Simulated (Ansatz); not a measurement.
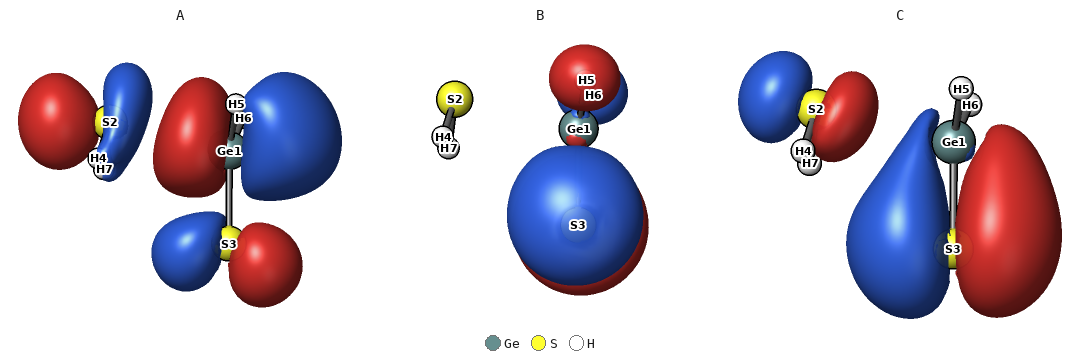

Figure. GeH2S···H2S. Three frontier orbitals at ±0.08 Å⁻³ᐟ² (blue and red are the two phases), in no order.

The product side of a reaction path; geometry: PBE0-D4/def2-TZVP.

The calculation used Ansatz, RKS PBE0-D4/def2-TZVPP.

```xyz
7

Ge   -1.0794    0.1479    0.2192
S     1.5261   -0.5172    0.3401
S    -1.2660    1.0526   -1.6068
H     1.8270    0.7160   -0.1039
H    -0.9581    0.9100    1.5576
H    -1.4779   -1.3166    0.5077
H     1.4281   -0.9927   -0.9140
```

Order the three orbitals by energy and name them.

C is the HOMO−1 (−6.64 eV). By Hirshfeld shares it lies mainly on S3 (about 70 %), Ge1 (about 15 %) and S2 (about 10 %); largely a lone pair of S3. B is the HOMO (−6.22 eV). It lies mainly on S3 (about 80 %) and Ge1 (about 10 %); largely a lone pair of S3. A is the LUMO (−1.33 eV). It lies mainly on Ge1 (about 50 %), S2 (about 20 %) and S3 (about 20 %).

What is the HOMO–LUMO gap?

4.89 eV between the orbital energies.
